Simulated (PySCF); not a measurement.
# C5H4N2S: excited states, first hyperpolarisability

Aim: compute the excited states, first hyperpolarisability of C5H4N2S (`S=Cc1ncccn1`).

Computed with PySCF 2.14.0 and routines of our own; the level stands in each step. Atoms count from 0.

### Step 1. The starting structure

12 atoms, charge 0, multiplicity 1; geometry from: GFN2-xTB.

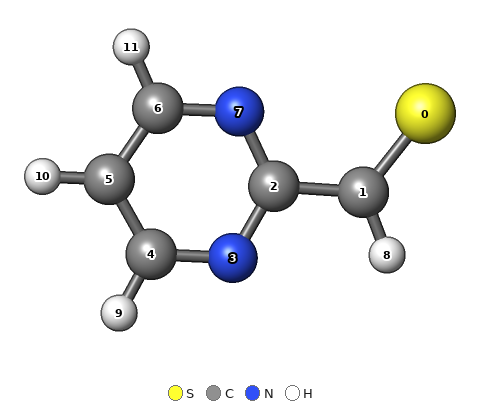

The starting geometry (sulfur yellow, carbon grey, nitrogen blue, hydrogen white).

### Step 2. Geometry optimisation at PBE0-D3(BJ)/def2-SVP

The job: settings as JSON, then the geometry in Å.

```
{"job": {"xc": "PBE0", "basis": "def2-SVP", "d3": "d3bj", "grid": 2, "kind": "geom"}, "charge": 0, "multiplicity": 1}
S      3.420888     0.779230     0.173578
C      2.301036    -0.378879     0.017587
C      0.872288    -0.139756     0.006797
N      0.100199    -1.220720    -0.130619
C     -1.204438    -1.031124    -0.146073
C     -1.769232     0.232963    -0.023880
C     -0.876669     1.290306     0.115353
N      0.427292     1.108568     0.129338
H      2.589162    -1.419758    -0.088555
H     -1.811176    -1.920807    -0.260277
H     -2.835398     0.384932    -0.036513
H     -1.212754     2.314360     0.217237
```

The run is started by

```sh
$ OMP_NUM_THREADS=1 python excited_run.py task.json out
```

This one command runs all jobs of the session in turn.

Output:

```text
step   0  E = -699.77544059  max force = 0.017851
step   1  E = -699.77708453  max force = 0.004376
step   2  E = -699.77660181  max force = 0.006175
step   3  E = -699.77714655  max force = 0.002107
step   4  E = -699.77719583  max force = 0.000529
step   5  E = -699.77719479  max force = 0.000694
step   6  E = -699.77719787  max force = 0.000206
optimisation converged
```

Wall time 61 s (1 thread of Arm Neoverse V1, shared host); peak memory 0.7 GiB.

The steps of the relaxation: (the energy doesn't fall at every step)

```
step  energy from step 0 (eV)  largest force component (eV/Å)
   0                   0.0000                          0.9179
   1                  -0.0447                          0.2250
   2                  -0.0316                          0.3175
   3                  -0.0464                          0.1083
   4                  -0.0478                          0.0272
   5                  -0.0477                          0.0357
   6                  -0.0478                          0.0106
```

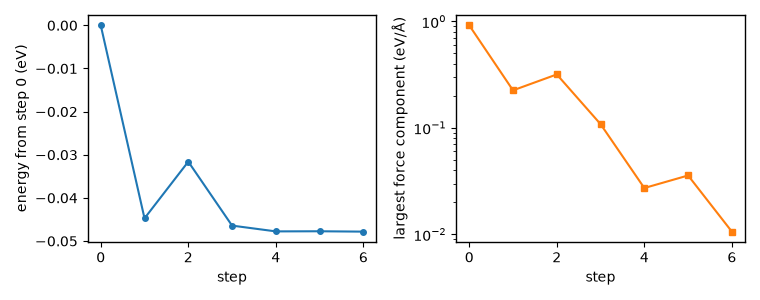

Energy and force, step by step.

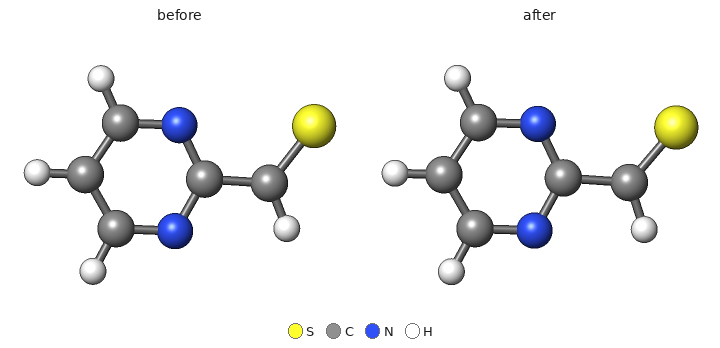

The geometry before (left) and after (right).

Close pairs (by a distance rule), those that changed most:

```
  bond  before (Å)  after (Å)  change (Å)
 C1–C2       1.449      1.478      +0.029
 C1–H8       1.085      1.101      +0.015
C5–H10       1.077      1.091      +0.014
C6–H11       1.083      1.097      +0.014
 C4–H9       1.083      1.096      +0.013
 N3–C4       1.318      1.328      +0.009
 C6–N7       1.317      1.324      +0.007
 C5–C6       1.391      1.396      +0.005
```

The final coordinates are the input of the step that follows.

```
                         at the end point                value
  point group (found at 0.08 Å tolerance)                   Cs
rotational constants (GHz, main isotopes)  5.398, 1.087, 0.905
                        dipole moment (D)                 4.06
```

### Step 3. Excited states: TDA CAM-B3LYP/def2-TZVP

The job: settings as JSON, then the geometry in Å.

```
{"job": {"kind": "states", "xc": "CAM-B3LYP", "basis": "def2-TZVP", "tda": true, "soc": true, "nstates": 6, "ntriplets": 5, "nquad": 4}, "charge": 0, "multiplicity": 1}
S      3.500750     0.689423     0.126917
C      2.336847    -0.418853    -0.019644
C      0.880756    -0.166603    -0.027811
N      0.122861    -1.261772    -0.165030
C     -1.192938    -1.083750    -0.178609
C     -1.768332     0.178203    -0.056162
C     -0.883548     1.249110     0.082159
N      0.430142     1.084053     0.096739
H      2.564817    -1.489990    -0.128921
H     -1.812898    -1.980722    -0.291337
H     -2.849946     0.322422    -0.067637
H     -1.254136     2.276057     0.184563
```

Method: TDA CAM-B3LYP/def2-TZVP excited states, vertical, gas phase, spin-orbit mean-field couplings.

Output:

```text
coarse grid: 11664 points
cycle   1  E = -700.5074561459  dE =  1.622e+00  |g| = 5.133e-01  |ddm| = 3.020e+00
cycle   2  E = -700.4764626013  dE =  3.099e-02  |g| = 6.935e-01  |ddm| = 1.076e+00
cycle   3  E = -700.5832372055  dE = -1.068e-01  |g| = 7.915e-02  |ddm| = 5.981e-01
cycle   4  E = -700.5840600924  dE = -8.229e-04  |g| = 5.884e-02  |ddm| = 9.990e-02
cycle   5  E = -700.5848592967  dE = -7.992e-04  |g| = 1.455e-02  |ddm| = 6.552e-02
cycle   6  E = -700.5849095598  dE = -5.026e-05  |g| = 5.404e-03  |ddm| = 1.779e-02
cycle   7  E = -700.5849175827  dE = -8.023e-06  |g| = 1.491e-03  |ddm| = 9.091e-03
final grid: 111264 points
cycle   8  E = -700.5753369585  dE = -3.479e-05  |g| = 4.005e-03  |ddm| = 5.667e-02
cycle   9  E = -700.5753358705  dE =  1.088e-06  |g| = 4.588e-03  |ddm| = 7.215e-03
cycle  10  E = -700.5753407369  dE = -4.866e-06  |g| = 6.604e-04  |ddm| = 4.182e-03
cycle  11  E = -700.5753408311  dE = -9.420e-08  |g| = 3.877e-04  |ddm| = 6.902e-04
cycle  12  E = -700.5753408697  dE = -3.868e-08  |g| = 1.071e-04  |ddm| = 4.273e-04
cycle  13  E = -700.5753408728  dE = -3.051e-09  |g| = 4.453e-05  |ddm| = 1.791e-04
cycle  14  E = -700.5753408735  dE = -6.587e-10  |g| = 1.656e-05  |ddm| = 1.047e-04
converged SCF energy = -700.5753408735

Singlet excitations
state   eV       nm        f     d(h-e)  d(exc)  Lambda  PR(NTO)  |dmu|/D   mu/D   main configurations
  1   1.9119   648.5   0.00002   1.016   2.658   0.482   1.003    2.540    1.654   H->L 0.95
  2   3.7099   334.2   0.00012   1.112   3.095   0.377   1.013    3.905    8.083   H-1->L 0.95
  3   4.5170   274.5   0.00536   0.908   2.744   0.464   1.037    2.335    1.899   H-1->L+1 0.82, H->L+1 0.16
  4   5.0958   243.3   0.63066   0.862   3.343   0.813   1.104    2.448    6.631   H-2->L 0.93
  5   5.1536   240.6   0.00101   3.222   4.322   0.214   1.204                     H->L+1 0.77, H-1->L+1 0.13, H-3->L 0.09
  6   5.2316   237.0   0.00001   0.625   3.205   0.458   1.250                     H-3->L 0.86

Triplet excitations (Tamm-Dancoff)
state   eV     d(h-e)  d(exc)  Lambda  PR(NTO)   main configurations
  1   1.3738   0.965   2.595   0.480   1.005   H->L 0.93
  2   2.6517   0.067   2.711   0.831   1.075   H-2->L 0.82, H-5->L 0.11
  3   3.4019   0.954   2.972   0.383   1.054   H-1->L 0.89
  4   3.9227   0.530   2.572   0.494   1.241   H-1->L+1 0.79, H-3->L 0.09
  5   4.2873   0.527   2.612   0.828   1.691   H-5->L 0.56, H-2->L+2 0.23, H-2->L 0.08
S1 - T1 = 0.5381 eV

Spin-orbit couplings |<S|Hso|T>| (cm-1)
             T1       T2       T3       T4       T5
S0      185.599    0.038   32.871   17.233    0.473
S1        0.032  134.531    0.894   12.414   47.113
S2        0.288    6.574    0.527    3.070    7.213
S3        3.035    2.901    0.589    0.654    1.584
S4      110.789    0.058    6.560    9.595    0.077
S5       16.199   11.671    4.852    0.140    4.094
S6       47.775   36.092   10.799    2.146    7.988
T1 sublevels (cm-1): 0.000 0.076 4.647   radiative rates (1/s): 0.0214 0.342 4.16e+03
```

It took 77 s on 1 thread of Arm Neoverse V1, shared host; peak memory 1.1 GiB.

In short:

```
  quantity    value
S1 less T1  0.54 eV
```

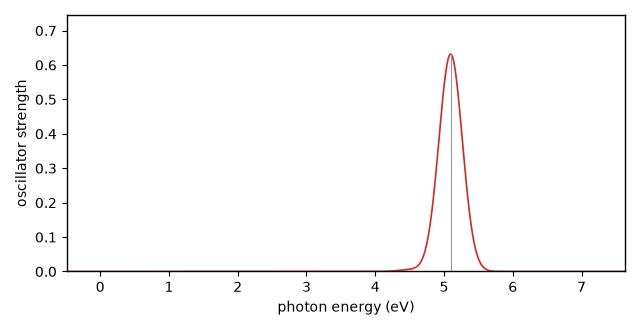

Absorption lines of the singlets. Lines are broadened to a width of 0.40 eV (Gaussian).

Orbitals, density, ELF and potential are computed afterwards from the orbital file.

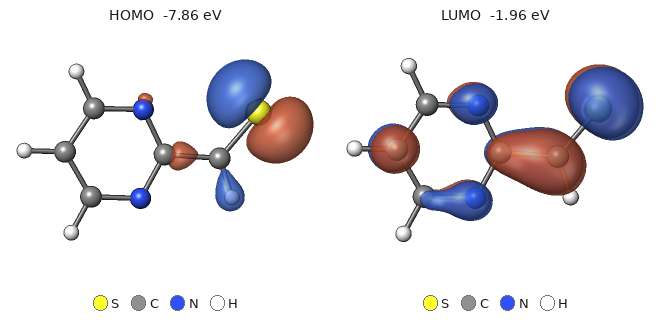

CAM-B3LYP/def2-TZVP orbitals near the gap, drawn at the value that encloses 70 % of each; the two colours are the two signs.

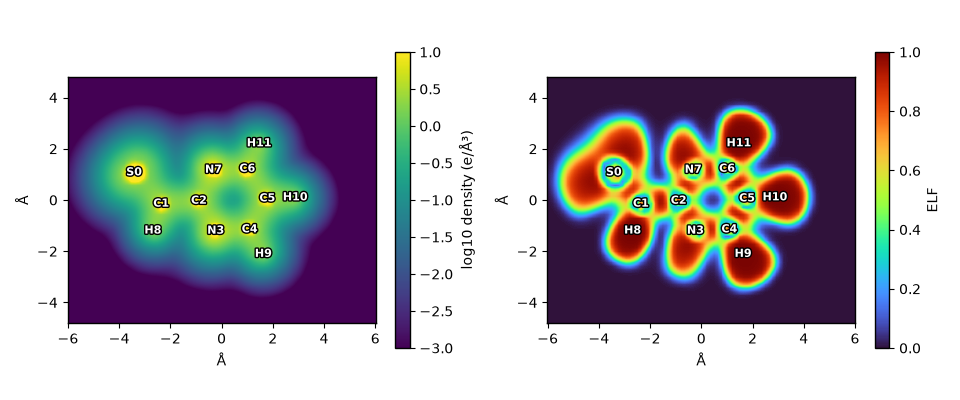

Density (left) and ELF (right) in a plane through or near 12 of the atoms.

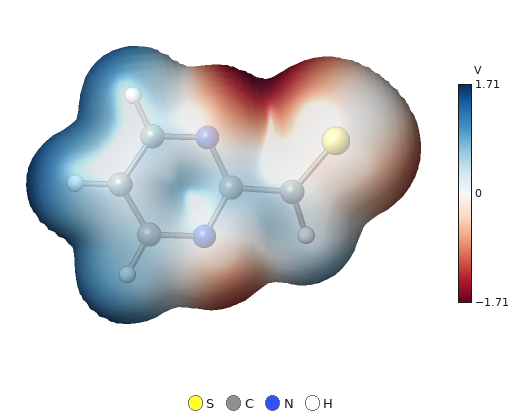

The potential that a unit positive charge feels on the 0.002 e/bohr³ surface, from -1.71 V near N7 to 1.49 V near H10.

### Step 4. Excited states: TDDFT CAM-B3LYP/aug-cc-pVDZ

The job, as its differences from that of step 3:

```diff
@@ -1,2 +1,2 @@
-{"job": {"kind": "states", "xc": "CAM-B3LYP", "basis": "def2-TZVP", "tda": true, "soc": true, "nstates": 6, "ntriplets": 5, "nquad": 4}, "charge": 0, "multiplicity": 1}
+{"job": {"kind": "states", "xc": "CAM-B3LYP", "basis": "aug-cc-pVDZ", "tpa": true, "nstates": 8, "nquad": 6, "ntriplets": 0}, "charge": 0, "multiplicity": 1}
 S      3.500750     0.689423     0.126917
```

Method: TDDFT CAM-B3LYP/aug-cc-pVDZ excited states, vertical, gas phase, two-photon moments by quadratic response.

Output:

```text
coarse grid: 11664 points
cycle   1  E = -700.3841306585  dE =  1.677e+00  |g| = 5.058e-01  |ddm| = 1.327e+01
cycle   2  E = -700.3492360770  dE =  3.489e-02  |g| = 6.860e-01  |ddm| = 2.663e+00
cycle   3  E = -700.4615927087  dE = -1.124e-01  |g| = 7.580e-02  |ddm| = 1.469e+00
cycle   4  E = -700.4624553183  dE = -8.626e-04  |g| = 5.586e-02  |ddm| = 3.084e-01
cycle   5  E = -700.4632228419  dE = -7.675e-04  |g| = 1.381e-02  |ddm| = 1.492e-01
cycle   6  E = -700.4632687991  dE = -4.596e-05  |g| = 4.540e-03  |ddm| = 4.619e-02
cycle   7  E = -700.4632752672  dE = -6.468e-06  |g| = 1.299e-03  |ddm| = 1.601e-02
final grid: 111264 points
cycle   8  E = -700.4897170856  dE = -1.619e-05  |g| = 2.996e-03  |ddm| = 1.467e-01
cycle   9  E = -700.4897167962  dE =  2.894e-07  |g| = 3.466e-03  |ddm| = 2.025e-02
cycle  10  E = -700.4897198344  dE = -3.038e-06  |g| = 4.578e-04  |ddm| = 8.606e-03
cycle  11  E = -700.4897198848  dE = -5.048e-08  |g| = 2.854e-04  |ddm| = 1.637e-03
cycle  12  E = -700.4897199087  dE = -2.382e-08  |g| = 9.342e-05  |ddm| = 1.068e-03
cycle  13  E = -700.4897199113  dE = -2.683e-09  |g| = 3.065e-05  |ddm| = 3.638e-04
cycle  14  E = -700.4897199117  dE = -3.508e-10  |g| = 1.457e-05  |ddm| = 1.699e-04
converged SCF energy = -700.4897199117

Singlet excitations
state   eV       nm        f     d(h-e)  d(exc)  Lambda  PR(NTO)  |dmu|/D   mu/D   delta(TPA)   sigma/GM   main configurations
  1   1.8856   657.5   0.00002   1.040   2.706   0.479   1.005    2.668    1.686        0.27      0.000   H->L 0.95
  2   3.6690   337.9   0.00013   1.103   3.109   0.376   1.014    3.872    8.212        1.93      0.010   H-1->L 0.95
  3   4.4591   278.0   0.00362   0.913   2.787   0.458   1.043    2.377    2.029        0.70      0.005   H-1->L+1 0.81, H->L+1 0.16
  4   4.7629   260.3   0.45847   0.715   3.310   0.795   1.172    2.092    6.439      260.09      2.162   H-2->L 0.96
  5   5.1024   243.0   0.00087   3.333   4.392   0.209   1.162    8.942    4.630        0.13      0.001   H->L+1 0.79, H-1->L+1 0.13
  6   5.2029   238.3   0.00000   0.671   3.190   0.463   1.234    2.305    6.628        2.58      0.026   H-3->L 0.88
  7   5.4049   229.4   0.01557   0.055   3.028   0.531   1.986                                            H-2->L+1 0.53, H-4->L 0.39
  8   5.8275   212.8   0.00003   2.684   3.992   0.331   1.107                                            H->L+5 0.86
```

It took 66 s on 1 thread of Arm Neoverse V1, shared host; peak memory 0.93 GiB.

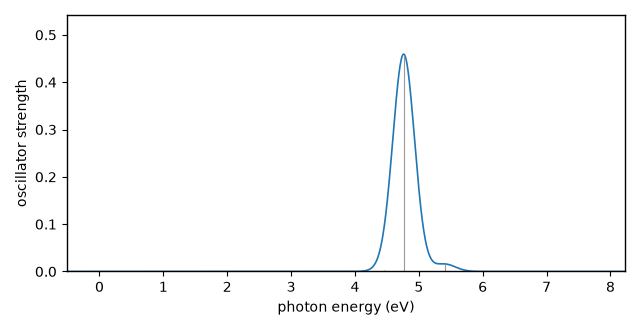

Absorption lines of the singlets. Lines are broadened to a width of 0.40 eV (Gaussian).

### Step 5. First hyperpolarisability: quadratic response CAM-B3LYP/aug-cc-pVDZ

The job, as its differences from that of step 4:

```diff
@@ -1,2 +1,2 @@
-{"job": {"kind": "states", "xc": "CAM-B3LYP", "basis": "aug-cc-pVDZ", "tpa": true, "nstates": 8, "nquad": 6, "ntriplets": 0}, "charge": 0, "multiplicity": 1}
+{"job": {"kind": "beta", "xc": "CAM-B3LYP", "basis": "aug-cc-pVDZ"}, "charge": 0, "multiplicity": 1}
 S      3.500750     0.689423     0.126917
```

Method: quadratic response CAM-B3LYP/aug-cc-pVDZ first hyperpolarisability, Taylor convention, gas phase.

Output:

```text
coarse grid: 11664 points
cycle   1  E = -700.3841306585  dE =  1.677e+00  |g| = 5.058e-01  |ddm| = 1.327e+01
cycle   2  E = -700.3492360770  dE =  3.489e-02  |g| = 6.860e-01  |ddm| = 2.663e+00
cycle   3  E = -700.4615927087  dE = -1.124e-01  |g| = 7.580e-02  |ddm| = 1.469e+00
cycle   4  E = -700.4624553183  dE = -8.626e-04  |g| = 5.586e-02  |ddm| = 3.084e-01
cycle   5  E = -700.4632228419  dE = -7.675e-04  |g| = 1.381e-02  |ddm| = 1.492e-01
cycle   6  E = -700.4632687991  dE = -4.596e-05  |g| = 4.540e-03  |ddm| = 4.619e-02
cycle   7  E = -700.4632752672  dE = -6.468e-06  |g| = 1.299e-03  |ddm| = 1.601e-02
final grid: 111264 points
cycle   8  E = -700.4897170856  dE = -1.619e-05  |g| = 2.996e-03  |ddm| = 1.467e-01
cycle   9  E = -700.4897167962  dE =  2.894e-07  |g| = 3.466e-03  |ddm| = 2.025e-02
cycle  10  E = -700.4897198344  dE = -3.038e-06  |g| = 4.578e-04  |ddm| = 8.606e-03
cycle  11  E = -700.4897198848  dE = -5.048e-08  |g| = 2.854e-04  |ddm| = 1.637e-03
cycle  12  E = -700.4897199087  dE = -2.382e-08  |g| = 9.342e-05  |ddm| = 1.068e-03
cycle  13  E = -700.4897199113  dE = -2.683e-09  |g| = 3.065e-05  |ddm| = 3.638e-04
cycle  14  E = -700.4897199117  dE = -3.508e-10  |g| = 1.457e-05  |ddm| = 1.699e-04
converged SCF energy = -700.4897199117

Lowest singlets (eV, f): 1.8856 0.0000  3.6690 0.0001  4.4591 0.0036

First hyperpolarisability (au)
process     nm      |vector|   parallel      HRS      DR
static         -      535.99     319.44     219.75   5.171
shg       1907.0      597.59     356.24     245.15    5.14
eope      1907.0      555.40     331.04          -       -
eope      1064.0      602.31     359.07          -       -
```

Wall time 54 s (1 thread of Arm Neoverse V1, shared host); peak memory 0.87 GiB.

Warnings kept with the result: second harmonic within 0.3 eV of the first excitation or beyond it: left out.

### Step 6. What came out

```
                                                   quantity                             value
                                                point group                                Cs
                       rotational constants (main isotopes)              5.40, 1.09, 0.90 GHz
               S1 less T1 (step 3, TDA CAM-B3LYP/def2-TZVP)                           0.54 eV
                      surface potential, least and greatest                -1.71 V and 1.49 V
β vector (step 5, quadratic response CAM-B3LYP/aug-cc-pVDZ)  static 536, SHG 1907.0 nm 598 au
```

In words: Over 6 steps the energy fell by 0.048 eV; of the close pairs, C1–C2 changed most, 1.449 to 1.478 Å. No frequency check was run at this level, so the end point may be a saddle. In step 3, the number of triplets below S1 is 1, and the largest singlet-triplet spin-orbit coupling is S0–T1, 185.60 cm⁻¹. At CAM-B3LYP/def2-TZVP, counted by nearest atom on the grid, the HOMO lies on S0 84 %, the LUMO on S0 35 %; C1 23 %. β grows from 536 au (static) to 598 au for doubling at 1907.0 nm: normal dispersion, which grows as twice the photon energy moves toward the bright states.
